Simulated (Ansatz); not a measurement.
Take NaCl in the zinc blende structure (space group F-43m, No. 216; a = 6.2539 Å; a hypothetical phase, not in the database extracts checked) as the base.

One thing is altered: a negative pressure, −2 GPa.

Level of theory: DFT with PBE, PAW potentials and a 420 eV plane-wave cutoff in Ansatz (a quantum-chemistry and plane-wave program), no spin-orbit coupling.

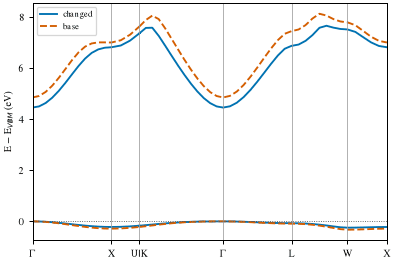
Highest valence and lowest conduction band along the path, each from its own valence-band maximum

Task: From the figure, how large is the changed gap, and is it direct?

Result: About 4.5 eV, direct at Γ.

Load acts through the strain it causes; cell and atoms are relaxed under it. No phonon test of stability was made.
